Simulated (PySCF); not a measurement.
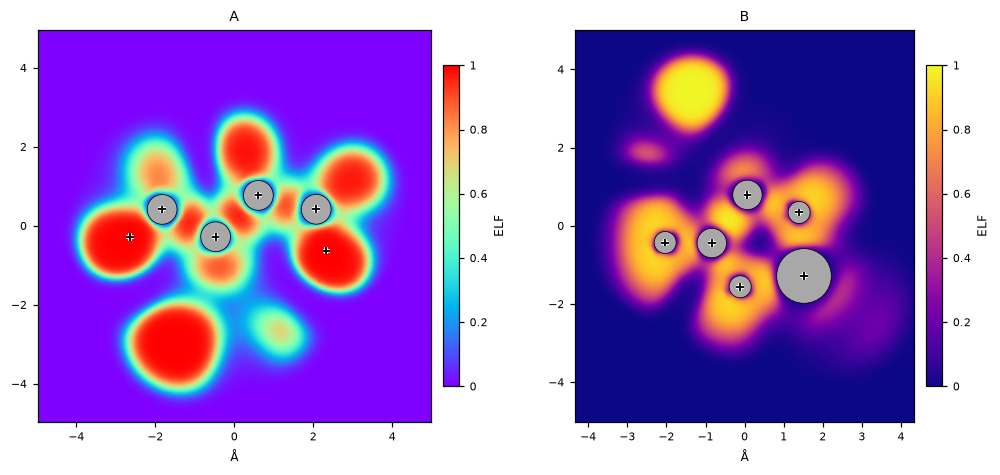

The electron localisation function of 2 systems, each on a plane through atoms (crosses mark nuclei in the plane; grey discs cover the cores).

Theory: PySCF, PBE0/pcSseg-1, SCF density, gas phase, non-relativistic.

System 1: C$_{7}$H$_{15}$FSi, the plane of atoms C6, C7 and H22. Geometry: GFN2-xTB.

```yaml
atoms:
  - { symbol: C, position_ang: [-2.3162, -0.6638, -0.6696] }
  - { symbol: C, position_ang: [-1.4649, 0.3432, 0.0996] }
  - { symbol: C, position_ang: [0.0022, 0.4721, -0.3574] }
  - { symbol: C, position_ang: [0.0700, 1.0274, -1.7838] }
  - { symbol: Si, position_ang: [0.8537, 1.7569, 0.7998] }
  - { symbol: C, position_ang: [0.6331, -0.9076, -0.3695] }
  - { symbol: C, position_ang: [0.8452, -1.7044, 0.8904] }
  - { symbol: C, position_ang: [2.0170, -1.2164, 0.1055] }
  - { symbol: F, position_ang: [2.7814, -0.2250, 0.6552] }
  - { symbol: H, position_ang: [-2.3656, -0.4148, -1.7264] }
  - { symbol: H, position_ang: [-1.9239, -1.6721, -0.5661] }
  - { symbol: H, position_ang: [-3.3308, -0.6564, -0.2764] }
  - { symbol: H, position_ang: [-1.9359, 1.3253, 0.0203] }
  - { symbol: H, position_ang: [-1.4785, 0.0625, 1.1557] }
  - { symbol: H, position_ang: [1.1058, 1.1378, -2.0987] }
  - { symbol: H, position_ang: [-0.4247, 0.3669, -2.4953] }
  - { symbol: H, position_ang: [-0.4072, 2.0036, -1.8364] }
  - { symbol: H, position_ang: [1.0183, 1.2257, 2.1504] }
  - { symbol: H, position_ang: [2.1033, 2.2355, 0.2228] }
  - { symbol: H, position_ang: [-0.0825, 2.8871, 0.8722] }
  - { symbol: H, position_ang: [0.3427, -1.4919, -1.2389] }
  - { symbol: H, position_ang: [0.6585, -1.2084, 1.8293] }
  - { symbol: H, position_ang: [0.6312, -2.7624, 0.8988] }
  - { symbol: H, position_ang: [2.6559, -1.9007, -0.4404] }
```

System 2: C$_{5}$H$_{7}$ClO$_{3}$Si, the plane of atoms C4, C9 and O10. Geometry: GFN2-xTB.

```json
{"atom": "C", "x (Å)": "-1.1618", "y (Å)": "0.5692", "z (Å)": "1.3306"}
{"atom": "C", "x (Å)": "-0.9621", "y (Å)": "-0.2744", "z (Å)": "0.3322"}
{"atom": "C", "x (Å)": "-2.0570", "y (Å)": "-0.9037", "z (Å)": "-0.4677"}
{"atom": "C", "x (Å)": "0.4286", "y (Å)": "-0.6514", "z (Å)": "-0.1298"}
{"atom": "O", "x (Å)": "1.4257", "y (Å)": "-0.3894", "z (Å)": "0.8223"}
{"atom": "Si", "x (Å)": "2.4723", "y (Å)": "0.7642", "z (Å)": "0.3480"}
{"atom": "Cl", "x (Å)": "2.4125", "y (Å)": "2.4056", "z (Å)": "1.4513"}
{"atom": "O", "x (Å)": "1.7643", "y (Å)": "1.0096", "z (Å)": "-1.1348"}
{"atom": "C", "x (Å)": "0.7435", "y (Å)": "0.1881", "z (Å)": "-1.3731"}
{"atom": "O", "x (Å)": "0.1606", "y (Å)": "0.1410", "z (Å)": "-2.4122"}
{"atom": "H", "x (Å)": "-0.3516", "y (Å)": "1.0044", "z (Å)": "1.8893"}
{"atom": "H", "x (Å)": "-2.1565", "y (Å)": "0.8370", "z (Å)": "1.6406"}
{"atom": "H", "x (Å)": "-2.0517", "y (Å)": "-1.9850", "z (Å)": "-0.3328"}
{"atom": "H", "x (Å)": "-3.0236", "y (Å)": "-0.5152", "z (Å)": "-0.1611"}
{"atom": "H", "x (Å)": "-1.9057", "y (Å)": "-0.6973", "z (Å)": "-1.5264"}
{"atom": "H", "x (Å)": "0.4645", "y (Å)": "-1.7134", "z (Å)": "-0.3971"}
{"atom": "H", "x (Å)": "3.7912", "y (Å)": "0.2230", "z (Å)": "0.1106"}
```

> Which map belongs to which system?

Panel A is system 1, C$_{7}$H$_{15}$FSi: the plane holds C and H. C–C (1.52 Å): the ELF peaks at about 0.95 between the atoms: a shared electron pair. Panel B is system 2, C$_{5}$H$_{7}$ClO$_{3}$Si: the plane holds C, O and Si. C–O (1.19 Å): the ELF peaks at about 0.85 between the atoms; a multiple bond.
